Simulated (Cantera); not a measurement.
Input: 1 mol Fe2O3, 36 mol Cl2, equilibrated at 0.000690 bar.

Method: chemical equilibrium by Gibbs-energy minimisation in Cantera with the NASA 1993 tables (ideal gas, pure condensed phases). Candidate condensed phases: Fe, FeCl2, FeCl3, FeO, Fe2O3, Fe3O4; 13 gas species. Kinetics and transport are ignored.

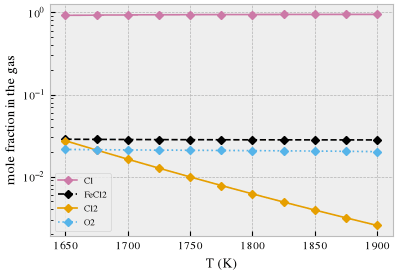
Figure. Equilibrium gas composition (values under 1e-9 drawn at 1e-9)

Task: Read off the mole fractions at 1825 K.

Result: Cl about 0.95, FeCl2 about 0.028, O2 about 0.021, Cl2 about 0.0049.
